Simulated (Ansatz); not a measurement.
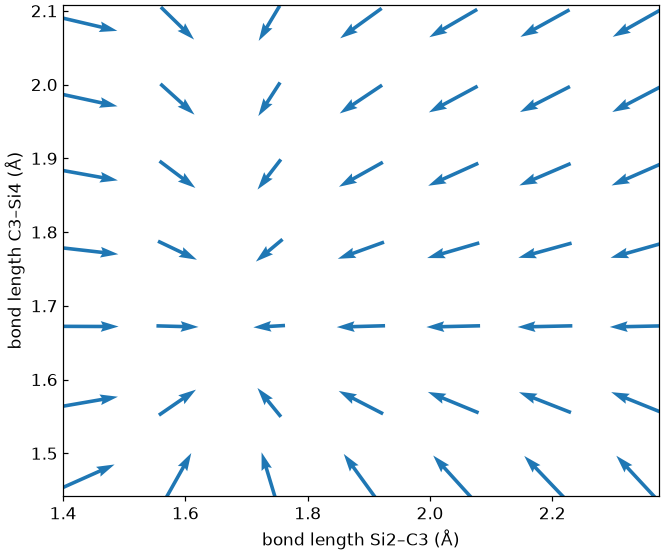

C₂H₆Si₂, SMILES C[SiH]=C=[SiH2]. First axis: bond length Si2–C3. Second axis: bond length C3–Si4. Nothing is relaxed (all other coordinates rigid). The scan uses a 7 × 7 grid. Points are written as (first, second). All numbers below come from Ansatz 0.2.0, RKS r2SCAN0-D4/def2-TZVP.

In the figure: arrows along the force (downhill), their lengths compressed.

The arrows alone are given. Where is the energy lowest?

The arrows converge at about (1.669 Å, 1.666 Å) (read from the interpolated surface).

The energy map of the same scan:

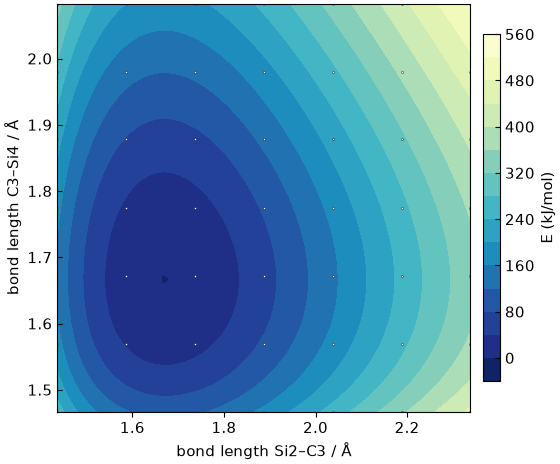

Energies are in kJ/mol, from the relaxed molecule at the same level; between grid points the surface is interpolated.
